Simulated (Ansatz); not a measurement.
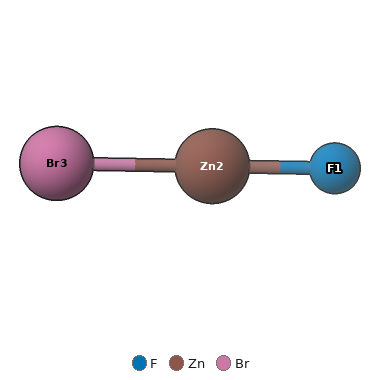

The system is BrFZn, SMILES [F][Zn][Br]; the picture shows the reference structure. 
- First axis: angle F1–Zn2–Br3 (carried through 180). Second axis: change of the bonds Zn2–F1, Zn2–Br3, all alike.
- Nothing is relaxed (all other coordinates rigid).
- The scan uses a 13 × 13 grid; 91 points were computed and 78 follow by symmetry.
- Points are written as (first, second).
- Energies: eV, counted from the relaxed molecule at the same level.
- Method: RKS PBE0-D4/def2-TZVP in Ansatz.

Its coordinates:

```yaml
atoms:
  - { symbol: F, position_ang: [-1.5376, 0.8023, -0.7605] }
  - { symbol: Zn, position_ang: [-0.1296, 0.0461, -0.0665] }
  - { symbol: Br, position_ang: [1.6563, -0.9132, 0.8138] }
```

Range: angle F1–Zn2–Br3 (carried through 180) from 140.0 to 220.0°; change of the bonds Zn2–F1, Zn2–Br3, all alike from −0.217 to 0.336 Å.

Predict the map.

Answer. The lowest grid point is at (180.0°, 0.013 Å), 0.0032 eV from the relaxed molecule at the same level. It is the only kind of minimum in the scanned range. The highest grid point, (140.0°, −0.217 Å), lies 1.90 eV above the lowest. Round the minimum the two coordinates are nearly uncoupled.

| second ↓, first → | 140.0 | 146.7 | 153.3 | 160.0 | 166.7 | 173.3 | 180.0 | 186.7 | 193.3 | 200.0 | 206.7 | 213.3 | 220.0 |
| --- | --- | --- | --- | --- | --- | --- | --- | --- | --- | --- | --- | --- | --- |
| 0.336 | 1.55 | 1.48 | 1.42 | 1.38 | 1.34 | 1.32 | 1.32 | 1.32 | 1.34 | 1.38 | 1.42 | 1.48 | 1.55 |
| 0.290 | 1.29 | 1.22 | 1.16 | 1.11 | 1.07 | 1.05 | 1.05 | 1.05 | 1.07 | 1.11 | 1.16 | 1.22 | 1.29 |
| 0.244 | 1.05 | 0.97 | 0.91 | 0.86 | 0.82 | 0.80 | 0.79 | 0.80 | 0.82 | 0.86 | 0.91 | 0.97 | 1.05 |
| 0.198 | 0.83 | 0.75 | 0.68 | 0.63 | 0.59 | 0.56 | 0.56 | 0.56 | 0.59 | 0.63 | 0.68 | 0.75 | 0.83 |
| 0.152 | 0.64 | 0.56 | 0.48 | 0.43 | 0.38 | 0.36 | 0.35 | 0.36 | 0.38 | 0.43 | 0.48 | 0.56 | 0.64 |
| 0.105 | 0.49 | 0.40 | 0.32 | 0.26 | 0.22 | 0.19 | 0.18 | 0.19 | 0.22 | 0.26 | 0.32 | 0.40 | 0.49 |
| 0.059 | 0.40 | 0.30 | 0.21 | 0.15 | 0.10 | 0.07 | 0.06 | 0.07 | 0.10 | 0.15 | 0.21 | 0.30 | 0.40 |
| 0.013 | 0.36 | 0.25 | 0.17 | 0.10 | 0.04 | 0.01 | 0.00 | 0.01 | 0.04 | 0.10 | 0.17 | 0.25 | 0.36 |
| −0.033 | 0.41 | 0.29 | 0.20 | 0.12 | 0.07 | 0.03 | 0.02 | 0.03 | 0.07 | 0.12 | 0.20 | 0.29 | 0.41 |
| −0.079 | 0.56 | 0.43 | 0.33 | 0.25 | 0.19 | 0.15 | 0.14 | 0.15 | 0.19 | 0.25 | 0.33 | 0.43 | 0.56 |
| −0.125 | 0.83 | 0.70 | 0.59 | 0.50 | 0.43 | 0.39 | 0.38 | 0.39 | 0.43 | 0.50 | 0.59 | 0.70 | 0.83 |
| −0.171 | 1.27 | 1.12 | 1.00 | 0.90 | 0.83 | 0.79 | 0.78 | 0.79 | 0.83 | 0.90 | 1.00 | 1.12 | 1.27 |
| −0.217 | 1.90 | 1.74 | 1.61 | 1.50 | 1.43 | 1.38 | 1.37 | 1.38 | 1.43 | 1.50 | 1.61 | 1.74 | 1.90 |

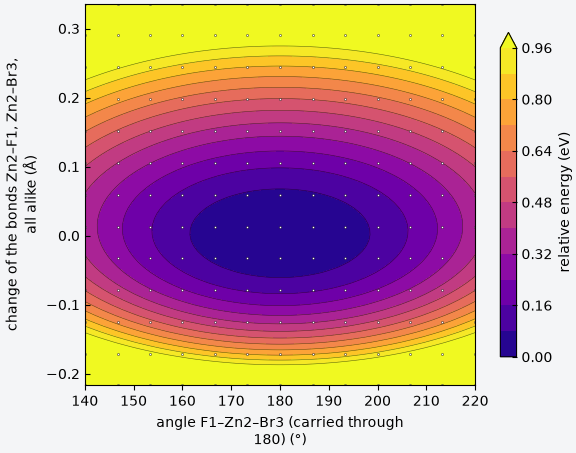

In the figure: filled contours, dots at the grid points, one colour for all values above the top of the scale. Between grid points the surface is interpolated.

Each point was launched as `ansatz run input.yaml --threads 1 --pin off --max-ram 2560MiB --backend cpu --events-out ev --progress --plain --runs-dir out`. The whole map (91 points run) took 7.9 min on 1 thread of Intel(R) Xeon(R) Processor @ 2.70GHz, with other jobs on the host.
